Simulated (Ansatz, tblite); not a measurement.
**Al7As7 zinc blende off sphere (Al₇As₇H₂₀): removing and adding an electron**

What does removing or adding an electron cost or gain for Al7As7 zinc blende off sphere (Al₇As₇H₂₀)? Each charged state is run at several levels.

Computed with Ansatz 0.2.0, Gaussian basis. Level: as each input shows.

The runs, in order: charge +1 doublet, at the geometry of the singlet (PBE0-D4/def2-TZVP, PBE-D4/def2-TZVP, BLYP-D4/def2-TZVP); charge -1 doublet, at the geometry of the singlet (PBE0-D4/def2-TZVP, PBE-D4/def2-TZVP, BLYP-D4/def2-TZVP); the starting singlet's energies come from earlier runs.

### 1 The geometry

The geometry is that of the singlet, from an earlier relaxation (PBE-D4/def2-SVP).

34 atoms, charge 0, spin multiplicity 1.

Atoms are counted from 1 here; the program's logs count them from 0.

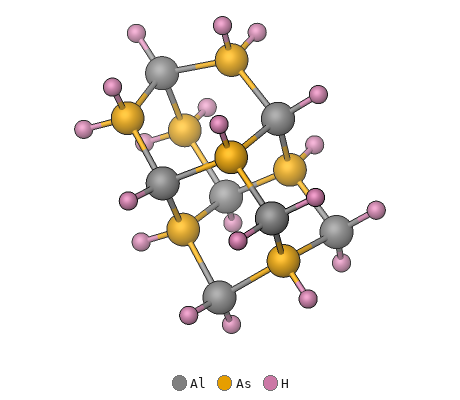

The structure; aluminium grey, arsenic amber, hydrogen pink.

As a file:

```
Al    0.76055   -3.77789    0.75888
Al   -2.31274    2.31537   -2.31073
Al    0.82635   -0.83449   -2.13636
Al   -2.14062   -0.83194    0.83304
Al    0.76330   -0.76587    3.77458
Al    0.83089    2.13371    0.83369
Al    3.77618   -0.76072    0.75791
As   -3.41189    0.73641   -0.72805
As   -0.63353   -2.12463   -0.62693
As    2.03655   -2.03730    2.03128
As   -0.73224    0.73416   -3.40992
As   -0.72777    3.41142   -0.73165
As    2.11952    0.62662   -0.63037
As   -0.62963    0.62514    2.12443
H     1.69652   -4.53582   -0.30232
H    -0.29372   -4.53902    1.70000
H    -3.23453    3.23858   -3.23227
H     1.61857   -1.62918   -3.27011
H    -3.27605   -1.62365    1.62606
H    -0.29241   -1.70627    4.53459
H     1.70183    0.29218    4.53366
H     1.62575    3.26552    1.62850
H     4.53771   -1.69777   -0.29961
H     4.53310    0.29797    1.69744
H    -4.42836   -0.03587   -1.56475
H    -4.41505    1.58053    0.05350
H    -1.55651   -2.91962   -1.54927
H     2.92077   -2.92121    2.91382
H    -1.56870   -0.03589   -4.42828
H     0.05184    1.57863   -4.41080
H     0.05628    4.41183   -1.57672
H    -1.56172    4.43033    0.04042
H     2.91033    1.55090   -1.55512
H    -1.55058    1.54780    2.92143
```

### 2 Charge +1 doublet at the fixed geometry, PBE0-D4/def2-TZVP

Input file in.yaml:

```yaml
crystal:
  periodic: [false, false, false]
  atoms:
    - {symbol: Al, position_ang: [0.760546, -3.777892, 0.758879]}
    - {symbol: Al, position_ang: [-2.312744, 2.315374, -2.310731]}
    - {symbol: Al, position_ang: [0.826347, -0.834490, -2.136361]}
    - {symbol: Al, position_ang: [-2.140624, -0.831943, 0.833037]}
    - {symbol: Al, position_ang: [0.763302, -0.765871, 3.774575]}
    - {symbol: Al, position_ang: [0.830892, 2.133714, 0.833691]}
    - {symbol: Al, position_ang: [3.776176, -0.760717, 0.757905]}
    - {symbol: As, position_ang: [-3.411893, 0.736410, -0.728048]}
    - {symbol: As, position_ang: [-0.633528, -2.124634, -0.626930]}
    - {symbol: As, position_ang: [2.036554, -2.037298, 2.031276]}
    - {symbol: As, position_ang: [-0.732240, 0.734162, -3.409918]}
    - {symbol: As, position_ang: [-0.727773, 3.411420, -0.731654]}
    - {symbol: As, position_ang: [2.119518, 0.626622, -0.630369]}
    - {symbol: As, position_ang: [-0.629633, 0.625143, 2.124431]}
    - {symbol: H, position_ang: [1.696520, -4.535816, -0.302315]}
    - {symbol: H, position_ang: [-0.293718, -4.539025, 1.700002]}
    - {symbol: H, position_ang: [-3.234527, 3.238580, -3.232272]}
    - {symbol: H, position_ang: [1.618567, -1.629182, -3.270111]}
    - {symbol: H, position_ang: [-3.276050, -1.623653, 1.626056]}
    - {symbol: H, position_ang: [-0.292410, -1.706267, 4.534594]}
    - {symbol: H, position_ang: [1.701826, 0.292176, 4.533664]}
    - {symbol: H, position_ang: [1.625751, 3.265518, 1.628504]}
    - {symbol: H, position_ang: [4.537707, -1.697773, -0.299609]}
    - {symbol: H, position_ang: [4.533100, 0.297971, 1.697444]}
    - {symbol: H, position_ang: [-4.428362, -0.035866, -1.564747]}
    - {symbol: H, position_ang: [-4.415046, 1.580532, 0.053505]}
    - {symbol: H, position_ang: [-1.556505, -2.919621, -1.549267]}
    - {symbol: H, position_ang: [2.920769, -2.921210, 2.913818]}
    - {symbol: H, position_ang: [-1.568701, -0.035894, -4.428282]}
    - {symbol: H, position_ang: [0.051838, 1.578630, -4.410801]}
    - {symbol: H, position_ang: [0.056283, 4.411831, -1.576715]}
    - {symbol: H, position_ang: [-1.561722, 4.430330, 0.040419]}
    - {symbol: H, position_ang: [2.910335, 1.550901, -1.555119]}
    - {symbol: H, position_ang: [-1.550576, 1.547800, 2.921431]}
basis:
  gaussian: {orbitals: def2-TZVP, fitting: {mean_field: def2-universal-jkfit}}
total_charge: 1
magnetization: {spin_polarized: true, initial_magnetization: 1}
hamiltonian: {xc: pbe0, dispersion: d4}
scf: {omitted_lower_state_checks: [starts]}
output: {orbitals: {seedname: orbitals}}
```

On the command line:

```sh
$ ansatz run in.yaml --threads 2 --pin off --events-out ev --progress --plain --max-ram 32768MiB --backend cuda --devices 0, --max-vram 18GiB
```

The program printed:

```text
Functional definition: PBE0
  name "PBE0"
  cite "Adamo & Barone, J. Chem. Phys. 110, 6158 (1999) doi:10.1063/1.478522"
  cite "Perdew, Burke & Ernzerhof, Phys. Rev. Lett. 77, 3865 (1996) doi:10.1103/PhysRevLett.77.3865"
  parent pbe
  parameter a = 0.25
  parameter kappa = 0.804
  parameter beta = 0.06672455060314922
  exchange = (1 - a)*pbe_x(kappa = kappa, mu = beta*pi^2/3) + a*exact_x
  correlation = pbe_c(beta = beta)
these checks for a lower state are left out or cut short: starts
3118 factors; integrals over basis functions are off by at most 6.8e-1 eV
mean field evaluation 1: about -472319.3162 eV, gradient 2.3e1 eV
mean field evaluation 2: about -472317.5342 eV, gradient 2.6e1 eV
mean field evaluation 4: about -472322.3703 eV, gradient 8.1e0 eV
mean field evaluation 8: about -472322.9641 eV, gradient 6.7e-1 eV
mean field evaluation 16: about -472322.9641 eV, gradient 5.1e-3 eV
mean field evaluation 32: about -472322.9646 eV, gradient 2.7e-2 eV
mean field -472322.96478019 eV, -17357.5488036677 hartree, gradient 9.6e-6 eV, S^2 0.757822; 0 other end points of the search recorded, 0 dependent functions left out
reference -472322.96485595 eV, -17357.5488064518 hartree; 171, 170 occupied and 544, 545 virtual orbitals, 3118 factors
Total energy: -472324.87607215 eV, -17357.6190423517 hartree
Checks for a lower state left out: starts
```

Wall time 57 s (1 × H100 (card shared with other runs) with 2 threads of AMD EPYC 7R13, shared host); peak host memory 1.4 GiB.

HOMO -10.49 eV, LUMO -9.47 eV (over both spins); ⟨S²⟩ 0.758 (pure: 0.75).

### 3 Charge +1 doublet at the fixed geometry, PBE-D4/def2-TZVP

start.molden holds the orbitals of an earlier run on this state, given as this run's starting guess.

Changes to in.yaml since step 2:

```diff
@@ -38,6 +38,6 @@
 basis:
-  gaussian: {orbitals: def2-TZVP, fitting: {mean_field: def2-universal-jkfit}}
+  gaussian: {orbitals: def2-TZVP, fitting: {mean_field: def2-universal-jkfit}, initial_orbitals: start.molden}
 total_charge: 1
 magnetization: {spin_polarized: true, initial_magnetization: 1}
-hamiltonian: {xc: pbe0, dispersion: d4}
+hamiltonian: {xc: pbe, dispersion: d4}
 scf: {omitted_lower_state_checks: [starts]}
```

Same command.

The program printed:

```text
Functional definition: PBE
  name "PBE"
  cite "Perdew, Burke & Ernzerhof, Phys. Rev. Lett. 77, 3865 (1996) doi:10.1103/PhysRevLett.77.3865"
  parent pbe
  parameter kappa = 0.804
  parameter beta = 0.06672455060314922
  exchange = pbe_x(kappa = kappa, mu = beta*pi^2/3)
  correlation = pbe_c(beta = beta)
these checks for a lower state are left out or cut short: starts
3118 factors; integrals over basis functions are off by at most 6.8e-1 eV
mean field evaluation 1: about -472304.8869 eV, gradient 1.9e1 eV
mean field evaluation 2: about -472305.4417 eV, gradient 7.5e-1 eV
mean field evaluation 4: about -472305.5200 eV, gradient 8.7e-2 eV
mean field evaluation 8: about -472305.5170 eV, gradient 3.5e-4 eV
mean field evaluation 16: about -472305.5170 eV, gradient 6.1e-5 eV
mean field -472305.51703097 eV, -17356.9076107102 hartree, gradient 2.6e-6 eV, S^2 0.751913; 0 other end points of the search recorded, 0 dependent functions left out
reference -472305.51713391 eV, -17356.9076144935 hartree; 171, 170 occupied and 544, 545 virtual orbitals, 3118 factors
Total energy: -472307.61806783 eV, -17356.9848223907 hartree
Checks for a lower state left out: starts
```

Run time: 24 s. Hardware: 1 × H100 (card shared with other runs) with 2 threads of AMD EPYC 7R13, shared host; peak host memory 1.4 GiB.

Report: HOMO -9.45 eV, LUMO -9.50 eV (over both spins; with the spin held, an empty level of the minority spin lies below the top filled one); ⟨S²⟩ 0.752 (pure: 0.75).

### 4 Charge +1 doublet at the fixed geometry, BLYP-D4/def2-TZVP

Changes to in.yaml since step 3:

```diff
@@ -41,3 +41,3 @@
 magnetization: {spin_polarized: true, initial_magnetization: 1}
-hamiltonian: {xc: pbe, dispersion: d4}
+hamiltonian: {xc: {name: BLYP}, dispersion: d4}
 scf: {omitted_lower_state_checks: [starts]}
```

Same command.

The program printed, shortened:

```text
Functional definition: BLYP
  name "BLYP"
  cite "Becke, Phys. Rev. A 38, 3098 (1988) doi:10.1103/PhysRevA.38.3098"
  cite "Lee, Yang & Parr, Phys. Rev. B 37, 785 (1988) doi:10.1103/PhysRevB.37.785"
[...]
3118 factors; integrals over basis functions are off by at most 6.8e-1 eV
[...]
mean field -472403.41558114 eV, -17360.5053160713 hartree, gradient 2.9e-6 eV, S^2 0.751905; 0 other end points of the search recorded, 0 dependent functions left out
reference -472403.41641386 eV, -17360.5053466729 hartree; 171, 170 occupied and 544, 545 virtual orbitals, 3118 factors
Total energy: -472407.58470844 eV, -17360.6585286735 hartree
Checks for a lower state left out: starts
```

Run time: 27 s. Hardware: 1 × H100 (card shared with other runs) with 2 threads of AMD EPYC 7R13, shared host; peak host memory 1.4 GiB.

From the report: HOMO -9.33 eV, LUMO -9.38 eV (over both spins; with the spin held, an empty level of the minority spin lies below the top filled one); ⟨S²⟩ 0.752 (pure: 0.75).

### 5 Vertical ionisation energy

Charged state less starting state, singlet to doublet; the starting state's energies are those of its earlier runs.

```csv
level,vertical ionisation energy (eV),time
PBE-D4/def2-TZVP,+7.86,46 s
BLYP-D4/def2-TZVP,+7.80,47 s
PBE0-D4/def2-TZVP,+8.28,82 s
```

Times add the two runs; a level without a time comes out of a correlated run.

Beside −ε(HOMO) of the starting state:

| level | −ε(HOMO) (eV) | by difference (eV) | mismatch (eV) |
| --- | --- | --- | --- |
| PBE-D4/def2-TZVP | 5.95 | 7.86 | -1.91 |
| BLYP-D4/def2-TZVP | 5.80 | 7.80 | -2.00 |
| PBE0-D4/def2-TZVP | 6.96 | 8.28 | -1.32 |

### 6 Charge -1 doublet at the fixed geometry, PBE0-D4/def2-TZVP

Changes to in.yaml since step 4:

```diff
@@ -38,6 +38,6 @@
 basis:
-  gaussian: {orbitals: def2-TZVP, fitting: {mean_field: def2-universal-jkfit}, initial_orbitals: start.molden}
-total_charge: 1
+  gaussian: {orbitals: def2-TZVP, fitting: {mean_field: def2-universal-jkfit}}
+total_charge: -1
 magnetization: {spin_polarized: true, initial_magnetization: 1}
-hamiltonian: {xc: {name: BLYP}, dispersion: d4}
+hamiltonian: {xc: pbe0, dispersion: d4}
 scf: {omitted_lower_state_checks: [starts]}
```

Same command.

The program printed, shortened:

```text
Functional definition: PBE0
  name "PBE0"
  cite "Adamo & Barone, J. Chem. Phys. 110, 6158 (1999) doi:10.1063/1.478522"
  cite "Perdew, Burke & Ernzerhof, Phys. Rev. Lett. 77, 3865 (1996) doi:10.1103/PhysRevLett.77.3865"
  parent pbe
[...]
3118 factors; integrals over basis functions are off by at most 6.8e-1 eV
[...]
mean field -472331.85964237 eV, -17357.8756838237 hartree, gradient 5.1e-6 eV, S^2 0.753889; 0 other end points of the search recorded, 0 dependent functions left out
reference -472331.85972299 eV, -17357.8756867865 hartree; 172, 171 occupied and 543, 544 virtual orbitals, 3118 factors
Total energy: -472333.89189963 eV, -17357.9503679005 hartree
Checks for a lower state left out: starts
```

It took 34 s on 1 × H100 (card shared with other runs) with 2 threads of AMD EPYC 7R13, shared host; peak host memory 1.4 GiB.

HOMO 0.43 eV, LUMO 1.38 eV (over both spins); ⟨S²⟩ 0.754 (pure: 0.75). Doubts: highest occupied level lies above zero.

### 7 Charge -1 doublet at the fixed geometry, PBE-D4/def2-TZVP

Changes to in.yaml since step 6:

```diff
@@ -38,6 +38,6 @@
 basis:
-  gaussian: {orbitals: def2-TZVP, fitting: {mean_field: def2-universal-jkfit}}
+  gaussian: {orbitals: def2-TZVP, fitting: {mean_field: def2-universal-jkfit}, initial_orbitals: start.molden}
 total_charge: -1
 magnetization: {spin_polarized: true, initial_magnetization: 1}
-hamiltonian: {xc: pbe0, dispersion: d4}
+hamiltonian: {xc: pbe, dispersion: d4}
 scf: {omitted_lower_state_checks: [starts]}
```

Launched as before.

The program printed:

```text
Functional definition: PBE
  name "PBE"
  cite "Perdew, Burke & Ernzerhof, Phys. Rev. Lett. 77, 3865 (1996) doi:10.1103/PhysRevLett.77.3865"
  parent pbe
  parameter kappa = 0.804
  parameter beta = 0.06672455060314922
  exchange = pbe_x(kappa = kappa, mu = beta*pi^2/3)
  correlation = pbe_c(beta = beta)
these checks for a lower state are left out or cut short: starts
3118 factors; integrals over basis functions are off by at most 6.8e-1 eV
mean field evaluation 1: about -472313.6201 eV, gradient 1.9e1 eV
mean field evaluation 2: about -472314.1539 eV, gradient 7.5e-1 eV
mean field evaluation 4: about -472314.1614 eV, gradient 5.4e-2 eV
mean field evaluation 8: about -472314.1675 eV, gradient 2.2e-1 eV
mean field evaluation 16: about -472314.1691 eV, gradient 2.1e-5 eV
mean field -472314.16908013 eV, -17357.2255676525 hartree, gradient 2.7e-6 eV, S^2 0.751595; 0 other end points of the search recorded, 0 dependent functions left out
reference -472314.16918687 eV, -17357.2255715751 hartree; 172, 171 occupied and 543, 544 virtual orbitals, 3118 factors
Total energy: -472316.40362318 eV, -17357.3076855949 hartree
Checks for a lower state left out: starts
```

It took 39 s on 1 × H100 (card shared with other runs) with 2 threads of AMD EPYC 7R13, shared host; peak host memory 1.4 GiB.

From the report: HOMO 0.70 eV, LUMO 0.67 eV (over both spins; with the spin held, an empty level of the minority spin lies below the top filled one); ⟨S²⟩ 0.752 (pure: 0.75). Doubts: highest occupied level lies above zero.

### 8 Charge -1 doublet at the fixed geometry, BLYP-D4/def2-TZVP

Changes to in.yaml since step 7:

```diff
@@ -41,3 +41,3 @@
 magnetization: {spin_polarized: true, initial_magnetization: 1}
-hamiltonian: {xc: pbe, dispersion: d4}
+hamiltonian: {xc: {name: BLYP}, dispersion: d4}
 scf: {omitted_lower_state_checks: [starts]}
```

The command is unchanged.

The program printed, shortened:

```text
Functional definition: BLYP
  name "BLYP"
  cite "Becke, Phys. Rev. A 38, 3098 (1988) doi:10.1103/PhysRevA.38.3098"
  cite "Lee, Yang & Parr, Phys. Rev. B 37, 785 (1988) doi:10.1103/PhysRevB.37.785"
[...]
3118 factors; integrals over basis functions are off by at most 6.8e-1 eV
[...]
mean field -472411.76990640 eV, -17360.8123318617 hartree, gradient 2.7e-6 eV, S^2 0.751107; 0 other end points of the search recorded, 0 dependent functions left out
reference -472411.77073110 eV, -17360.8123621690 hartree; 172, 171 occupied and 543, 544 virtual orbitals, 3118 factors
Total energy: -472416.19893732 eV, -17360.9750957460 hartree
Checks for a lower state left out: starts
```

It took 33 s on 1 × H100 (card shared with other runs) with 2 threads of AMD EPYC 7R13, shared host; peak host memory 1.4 GiB.

From the report: HOMO 0.88 eV, LUMO 0.86 eV (over both spins; with the spin held, an empty level of the minority spin lies below the top filled one); ⟨S²⟩ 0.751 (pure: 0.75). Doubts: highest occupied level lies above zero.

### 9 Vertical electron affinity

Starting state less charged state (positive: the electron is bound), singlet to doublet; the starting state's energies are those of its earlier runs.

| level | vertical electron affinity (eV) | time |
| --- | --- | --- |
| PBE-D4/def2-TZVP | +0.93 | 61 s |
| BLYP-D4/def2-TZVP | +0.82 | 53 s |
| PBE0-D4/def2-TZVP | +0.73 | 59 s |

Times add the two runs; a level without a time comes out of a correlated run.

Beside −ε(LUMO) of the starting state:

```csv
level,−ε(LUMO) (eV),by difference (eV),mismatch (eV)
PBE-D4/def2-TZVP,2.48,0.93,+1.55
BLYP-D4/def2-TZVP,2.32,0.82,+1.51
PBE0-D4/def2-TZVP,1.76,0.73,+1.03
```

### 10 Outcome

| quantity | value |
| --- | --- |
| vertical ionisation energy, functionals in def2-TZVP | 7.80 (BLYP-D4) to 8.28 eV (PBE0-D4) |
| vertical electron affinity, functionals in def2-TZVP | 0.73 (PBE0-D4) to 0.93 eV (PBE-D4) |

**Reading.** The vertical ionisation energy spans 7.80 to 8.28 eV over the functionals. −ε(HOMO) misses the level's own difference by -1.32 eV at best (PBE0-D4) and -2.00 eV at worst (BLYP-D4). The vertical electron affinity spans 0.73 to 0.93 eV over the functionals. The anion's highest level lies above zero where self-interaction lifts it, so diffuse functions weigh on these values. −ε(LUMO) misses the level's own difference by +1.03 eV at best (PBE0-D4) and +1.55 eV at worst (PBE-D4).
